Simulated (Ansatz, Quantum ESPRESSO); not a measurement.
# Predicting the next point of a tunnelling series: a Si chain with one bond drawn out

**Set-up.** Quantum ESPRESSO 7.5 (pw.x, pwcond.x), PBE, GBRV ultrasoft; geometry as built. T is the transmission per spin at the Fermi level. The series steps the stretch of one bond.

```tsv
added stretch (Å)	T
0.5	2.3
1.2	0.733
2	0.113
3	0.00959
```

To predict: What is T at 4 Å?

**Worked estimate.** In the tunnelling regime ln T falls linearly. The last two rows give a slope of ln(0.113/0.00959)/(3 − 2) = 2.467 per Å, so T(4) ≈ 0.00959 × exp(−2.467 × 1) = 0.000814.

What the calculation gave: T = 0.000846; the estimate is 0.96 times that. The slope over the last interval is 2.428: the same within 8 %. A second code, Ansatz 0.2.0, gives 0.000738.

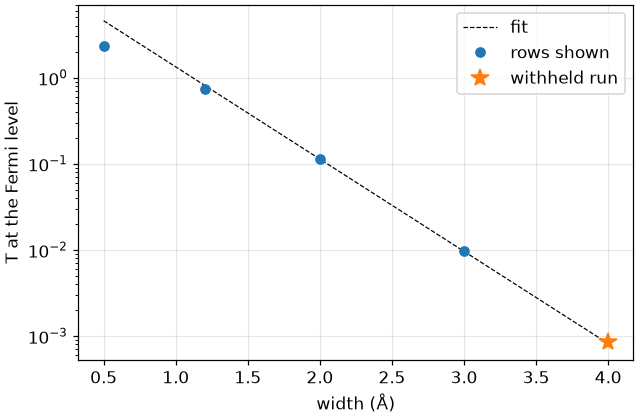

The rows shown, the fit and the withheld run.

Caveats: Short leads, unrelaxed atoms, a barrier without the image potential.

[Logs are printed without paths, hosts, clocks, repeated set-up lines and the standing remarks that a program may print on its own settings, such as how far it seeks lower states.]
